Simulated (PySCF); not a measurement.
C₅H₁₀OSi₂: geometry relaxation

C₅H₁₀OSi₂, computed with PBE0-D3(BJ)/def2-SVP geometry optimisation, gas phase (PySCF 2.14.0).

It belongs to a series of runs on one base structure; here: H on C replaced by OCH3.

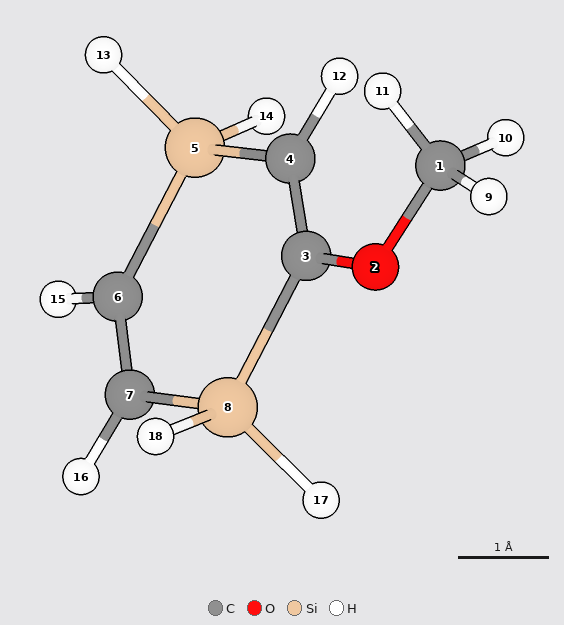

**Figure 1.** The input geometry (ball-and-stick view, seen at a tilt; atoms are numbered from 1 in the order of the input).

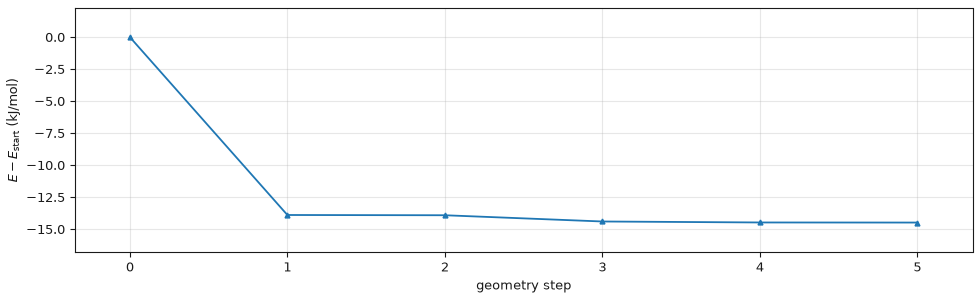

**Figure 2.** Progress of the relaxation, step by step (steps are counted from 0).

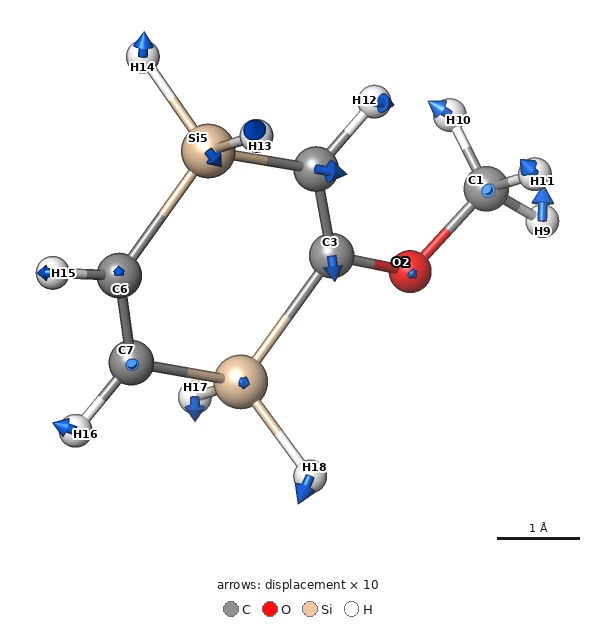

**Figure 3.** The starting structure with the displacements as blue arrows, magnified 10 times (ball-and-stick view, seen at a tilt). The two geometries are laid on each other by the best rigid fit. Over 5 geometry steps the energy falls by 14.5 kJ/mol. Largest force component: 1.7 eV/Å at the start, 0.013 eV/Å at the end. H9 moves most after the best rigid fit: 0.047 Å. By element the largest moves are H 0.047 Å, C 0.043 Å, Si 0.027 Å, O 0.012 Å. Distances before and after: Si5–H14 1.452 → 1.499 Å, Si5–H13 1.462 → 1.499 Å, C3–Si8 1.921 → 1.893 Å, C1–H9 1.125 → 1.097 Å. Among the angles that change: O2–C3–C4 128.4° → 125.4°, H13–Si5–H14 108.8° → 105.8°, O2–C1–H9 104.1° → 106.7°. (Atoms are counted from 1 in the order of the input.)

The input and output of the run follow.

**Input file**
```
{"job": {"xc": "PBE0", "basis": "def2-SVP", "d3": "d3bj", "grid": 1, "shake": 0.01, "kind": "geom"}, "charge": 0, "multiplicity": 1}
C     -3.034030    -0.094520    -0.091050
O     -1.966280     0.810000    -0.042350
C     -0.714360     0.298300    -0.023740
C     -0.338970    -0.993110    -0.043790
Si     1.377100    -1.642870    -0.012310
C      2.597080    -0.201880     0.070590
C      2.279900     1.080810     0.097680
Si     0.530280     1.759770     0.056930
H     -3.948350     0.560450    -0.085660
H     -3.028530    -0.682070    -0.993570
H     -3.086680    -0.729650     0.788720
H     -1.148200    -1.744470    -0.078360
H      1.558330    -2.487800     1.166850
H      1.644700    -2.433540    -1.200770
H      3.648600    -0.486420     0.097850
H      3.060950     1.840370     0.148790
H      0.312700     2.615370    -1.122540
H      0.228230     2.543200     1.280980
```

The first line tells a small driver script what to run in PySCF; the rest is the geometry in Å.

Run as:
```bash
OMP_NUM_THREADS=1 python <driver script> task.json out
```

**Log**
```
step   0  E = -849.78321948  max force = 0.033029
step   1  E = -849.78850868  max force = 0.005580
step   2  E = -849.78851607  max force = 0.005270
step   3  E = -849.78870179  max force = 0.001836
step   4  E = -849.78873091  max force = 0.000398
step   5  E = -849.78873353  max force = 0.000256
optimisation converged
```

**Trajectory as extended XYZ (Å, eV, eV/Å), 6 frames, from step=0 to step=5**
```
18
Properties=species:S:1:pos:R:3:forces:R:3 step=0 energy=-23123.77922
C    -3.0340   -0.0945   -0.0911   -1.2448   1.6984   0.3386
O    -1.9663    0.8100   -0.0423    0.3861  -0.5543   0.0281
C    -0.7144    0.2983   -0.0237    0.7932   1.1926   0.0607
C    -0.3390   -0.9931   -0.0438   -1.1048  -0.3602  -0.0590
Si    1.3771   -1.6429   -0.0123    0.1111   1.2366   0.2379
C     2.5971   -0.2019    0.0706   -0.0173  -1.5549  -0.0669
C     2.2799    1.0808    0.0977   -0.8082   1.3472   0.0093
Si    0.5303    1.7598    0.0569   -0.2166  -0.9068   0.1372
H    -3.9484    0.5605   -0.0857    0.5401  -0.6274  -0.0862
H    -3.0285   -0.6821   -0.9936    0.0657  -0.5752  -0.7202
H    -3.0867   -0.7297    0.7887    0.1496  -0.4335   0.4226
H    -1.1482   -1.7445   -0.0784    0.1655   0.0127  -0.0018
H     1.5583   -2.4878    1.1668    0.1617  -0.4866   0.4972
H     1.6447   -2.4335   -1.2008    0.2122  -0.5492  -0.6740
H     3.6486   -0.4864    0.0979    0.4233  -0.0115   0.0177
H     3.0610    1.8404    0.1488    0.3893   0.1255   0.0154
H     0.3127    2.6154   -1.1225   -0.0150   0.2852  -0.2926
H     0.2282    2.5432    1.2810    0.0087   0.1615   0.1361
18
Properties=species:S:1:pos:R:3:forces:R:3 step=1 energy=-23123.92315
C    -3.0851   -0.2452   -0.2056    0.1226  -0.2869  -0.1339
O    -2.0338    0.6822   -0.1514    0.0307   0.1173   0.0190
C    -0.7587    0.2307   -0.1115   -0.1864  -0.0932  -0.0228
C    -0.4032   -1.0736   -0.1221    0.1503   0.1124   0.0219
Si    1.3516   -1.6701   -0.0745    0.0944  -0.2236  -0.0822
C     2.5640   -0.2417   -0.0209   -0.0455   0.1278   0.0336
C     2.2175    1.0611   -0.0025   -0.0296  -0.1768  -0.0100
Si    0.4536    1.6842   -0.0408   -0.0002   0.1350  -0.0114
H    -4.0222    0.3168   -0.2399   -0.0606   0.1679   0.0313
H    -3.0234   -0.8765   -1.1162    0.0294   0.0749   0.1561
H    -3.0925   -0.9044    0.6827    0.0169   0.0356  -0.0579
H    -1.1833   -1.8408   -0.1629   -0.0510  -0.0475  -0.0044
H     1.5785   -2.5638    1.1130   -0.0006   0.0639  -0.0346
H     1.6507   -2.5264   -1.2782   -0.0190   0.0845   0.0910
H     3.6352   -0.4915    0.0057   -0.0061  -0.0169  -0.0050
H     3.0185    1.8142    0.0372   -0.0145   0.0127  -0.0073
H     0.2400    2.5697   -1.2301   -0.0141  -0.0529   0.0239
H     0.1670    2.5093    1.1745   -0.0168  -0.0340  -0.0072
18
Properties=species:S:1:pos:R:3:forces:R:3 step=2 energy=-23123.92335
C    -3.0941   -0.2225   -0.2069   -0.1088  -0.0680  -0.0359
O    -2.0282    0.6853   -0.1479    0.1170  -0.1565   0.0058
C    -0.7639    0.2090   -0.1112    0.2326   0.1713   0.0078
C    -0.3798   -1.0881   -0.1209   -0.2710   0.0471  -0.0037
Si    1.3775   -1.6833   -0.0754    0.0330  -0.0258  -0.0205
C     2.5710   -0.2421   -0.0201   -0.0468   0.0237   0.0151
C     2.2005    1.0521   -0.0044    0.0619   0.0021  -0.0045
Si    0.4358    1.6700   -0.0416    0.0195   0.0163   0.0017
H    -4.0139    0.3763   -0.2318    0.0043  -0.0307   0.0105
H    -3.0456   -0.8475   -1.1168    0.0162   0.0111   0.0235
H    -3.1135   -0.8844    0.6767    0.0057   0.0038  -0.0016
H    -1.1529   -1.8655   -0.1609   -0.0410  -0.0443  -0.0044
H     1.6129   -2.5669    1.1134   -0.0153   0.0122   0.0037
H     1.6831   -2.5311   -1.2751   -0.0185   0.0145   0.0072
H     3.6454   -0.4777    0.0060   -0.0015   0.0128  -0.0036
H     2.9915    1.8158    0.0323    0.0050   0.0227  -0.0006
H     0.2099    2.5457   -1.2325    0.0041  -0.0060  -0.0058
H     0.1389    2.4889    1.1739    0.0034  -0.0061   0.0052
18
Properties=species:S:1:pos:R:3:forces:R:3 step=3 energy=-23123.92840
C    -3.0844   -0.2360   -0.2068   -0.0921  -0.0072  -0.0224
O    -2.0284    0.6845   -0.1479    0.0427  -0.0438   0.0047
C    -0.7606    0.2205   -0.1109    0.0944   0.0617   0.0014
C    -0.3903   -1.0796   -0.1211   -0.0935  -0.0189   0.0009
Si    1.3654   -1.6801   -0.0759    0.0115  -0.0261  -0.0164
C     2.5642   -0.2424   -0.0203   -0.0243   0.0175   0.0146
C     2.2038    1.0545   -0.0043    0.0356   0.0018  -0.0051
Si    0.4418    1.6793   -0.0414    0.0118   0.0191   0.0024
H    -4.0112    0.3520   -0.2319    0.0117  -0.0271   0.0092
H    -3.0278   -0.8605   -1.1159    0.0124   0.0033   0.0084
H    -3.0959   -0.8975    0.6769    0.0027   0.0019   0.0030
H    -1.1691   -1.8523   -0.1613   -0.0030  -0.0053  -0.0022
H     1.5975   -2.5643    1.1129   -0.0061   0.0101   0.0069
H     1.6676   -2.5284   -1.2754   -0.0079   0.0102   0.0007
H     3.6372   -0.4838    0.0056    0.0021   0.0051  -0.0035
H     2.9992    1.8140    0.0324    0.0017   0.0115  -0.0007
H     0.2183    2.5554   -1.2322    0.0004  -0.0064  -0.0069
H     0.1472    2.4987    1.1743   -0.0001  -0.0073   0.0051
18
Properties=species:S:1:pos:R:3:forces:R:3 step=4 energy=-23123.92919
C    -3.0845   -0.2412   -0.2060    0.0094  -0.0185  -0.0071
O    -2.0281    0.6810   -0.1470    0.0039   0.0205   0.0038
C    -0.7580    0.2221   -0.1108   -0.0055  -0.0155  -0.0012
C    -0.3938   -1.0799   -0.1216   -0.0019   0.0016   0.0007
Si    1.3626   -1.6785   -0.0767   -0.0015  -0.0111  -0.0061
C     2.5612   -0.2392   -0.0200    0.0139   0.0094   0.0073
C     2.2077    1.0595   -0.0049   -0.0140  -0.0066  -0.0046
Si    0.4448    1.6820   -0.0418   -0.0036   0.0197   0.0006
H    -4.0132    0.3422   -0.2297    0.0032   0.0085   0.0031
H    -3.0248   -0.8655   -1.1147    0.0021  -0.0007   0.0031
H    -3.0931   -0.9029    0.6777    0.0003  -0.0009   0.0012
H    -1.1737   -1.8511   -0.1621   -0.0043   0.0018  -0.0005
H     1.5947   -2.5609    1.1135    0.0017   0.0064   0.0024
H     1.6650   -2.5255   -1.2768    0.0015   0.0062   0.0003
H     3.6339   -0.4828    0.0053    0.0033  -0.0061  -0.0018
H     3.0043    1.8179    0.0314   -0.0021  -0.0048  -0.0007
H     0.2199    2.5565   -1.2336   -0.0029  -0.0052  -0.0022
H     0.1494    2.5002    1.1745   -0.0033  -0.0048   0.0016
18
Properties=species:S:1:pos:R:3:forces:R:3 step=5 energy=-23123.92926
C    -3.0824   -0.2437   -0.2051   -0.0044   0.0049   0.0024
O    -2.0280    0.6807   -0.1457   -0.0042   0.0086   0.0009
C    -0.7579    0.2223   -0.1105    0.0014  -0.0132   0.0009
C    -0.3941   -1.0797   -0.1216    0.0075  -0.0044  -0.0012
Si    1.3629   -1.6778   -0.0771   -0.0037  -0.0001   0.0008
C     2.5613   -0.2381   -0.0202   -0.0019  -0.0007   0.0019
C     2.2058    1.0599   -0.0059    0.0027   0.0056  -0.0023
Si    0.4431    1.6833   -0.0421   -0.0013   0.0025   0.0005
H    -4.0115    0.3394   -0.2276   -0.0002  -0.0028  -0.0002
H    -3.0216   -0.8672   -1.1141   -0.0005  -0.0021  -0.0030
H    -3.0896   -0.9059    0.6782   -0.0006  -0.0010   0.0019
H    -1.1744   -1.8506   -0.1620    0.0031   0.0037   0.0004
H     1.5957   -2.5586    1.1137    0.0012   0.0004   0.0023
H     1.6659   -2.5237   -1.2774    0.0019  -0.0004  -0.0034
H     3.6341   -0.4814    0.0047   -0.0014   0.0004  -0.0009
H     3.0019    1.8188    0.0298    0.0013   0.0007  -0.0001
H     0.2164    2.5560   -1.2348   -0.0004  -0.0010  -0.0012
H     0.1467    2.5003    1.1746   -0.0004  -0.0013   0.0002
```

**Summary**

| quantity | value |
| --- | --- |
| outcome | converged |
| total energy | −849.788734 hartree |
| dipole moment | 1.05 D |
| point group | Cs |
| hardware | 1 CPU thread, shared host |
| wall time | 81 s |
| peak memory | 0.71 GiB |
